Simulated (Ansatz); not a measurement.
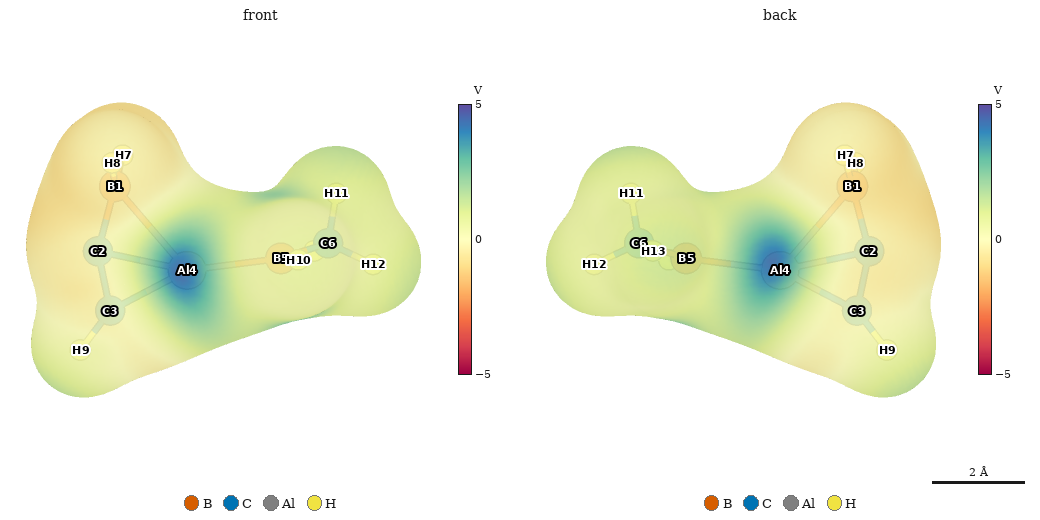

Figure. C3H7AlB2. The molecular electrostatic potential painted on the density surface at 0.004 e/bohr³, seen from the front and from behind; red is negative and blue positive.

Computed with RKS r2SCAN/cc-pVDZ in Ansatz 0.2.0.

The calculation's input:

```
crystal:
  periodic: [false, false, false]
  atoms:
    - { symbol: B, position_ang: [-2.7165, 0.0259, 1.1224] }
    - { symbol: C, position_ang: [-1.6783, 0.8453, 0.3112] }
    - { symbol: C, position_ang: [-0.36779, 0.94174, -0.27936] }
    - { symbol: Al, position_ang: [-1.41216, 2.48382, -0.5923] }
    - { symbol: B, position_ang: [-1.90467, 4.34366, -1.1788] }
    - { symbol: C, position_ang: [-3.32379, 4.93418, -0.85883] }
    - { symbol: H, position_ang: [-3.7849, 0.5766, 1.3273] }
    - { symbol: H, position_ang: [-2.5046, -1.004, 1.4954] }
    - { symbol: H, position_ang: [0.56002, 0.46984, -0.54518] }
    - { symbol: H, position_ang: [-1.14622, 4.94369, -1.82922] }
    - { symbol: H, position_ang: [-3.47688, 4.979, 0.2472] }
    - { symbol: H, position_ang: [-3.42424, 5.95987, -1.30872] }
    - { symbol: H, position_ang: [-4.09414, 4.25776, -1.25494] }
basis:
  gaussian: { orbitals: cc-pVDZ }
hamiltonian:
  xc: r2scan
relax:
  f_tol: 0.015
  max_steps: 40
output:
  orbitals: {}
```

Launched as:

```sh
ansatz run input.yaml --threads 2 --pin off --max-ram 3072MiB --backend cpu --events-out ev --progress --plain --runs-dir out
```

The fields are those of the relaxed geometry.

Question: Which sites attract a positive test charge, and which a negative one?

Answer: A positive charge is drawn to the negative regions and a negative charge to the positive ones. The most negative region (about −0.9 V) lies over C2, the most positive (about +4.2 V) over Al4.
